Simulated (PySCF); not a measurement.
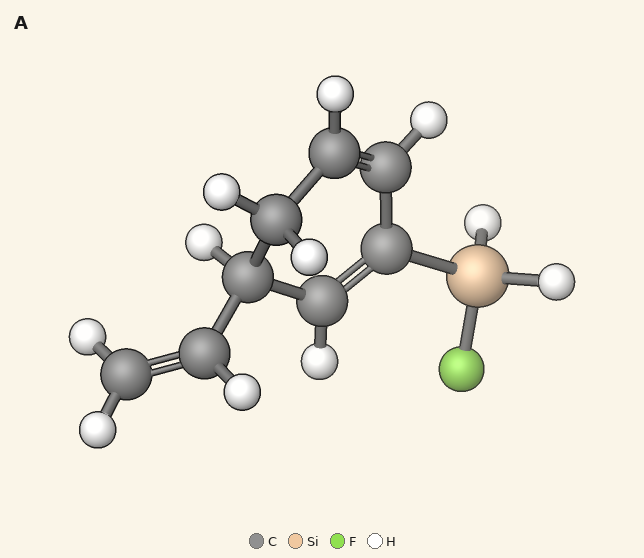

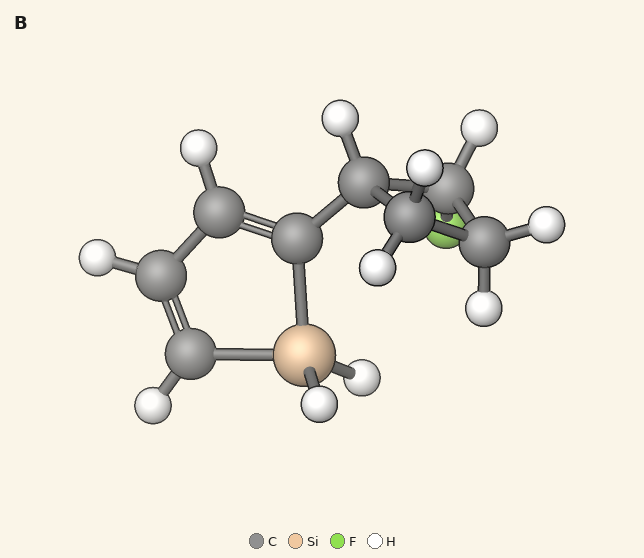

2 stationary structures of one formula. Geometries: GFN2-xTB. Electronic energies: PBE0/pcSseg-1 (PySCF 2.14.0), without zero-point energy. No frequency run is at hand to confirm each as a minimum. Each is one conformer, not always the lowest.

### Which is lowest in energy, and by how much?

A is lowest; B lies 40.4 kcal/mol above it. A is `C=C[C@@H]1C=C([SiH2]F)C=CC1`, B is `F[C@@H]1CC[C@@H]1C1=CC=C[SiH2]1`.

The geometry is semi-empirical. Around Si such bond lengths and angles can be off by a tenth of an ångström or more and by several degrees, and values that hang on the shape move with them.
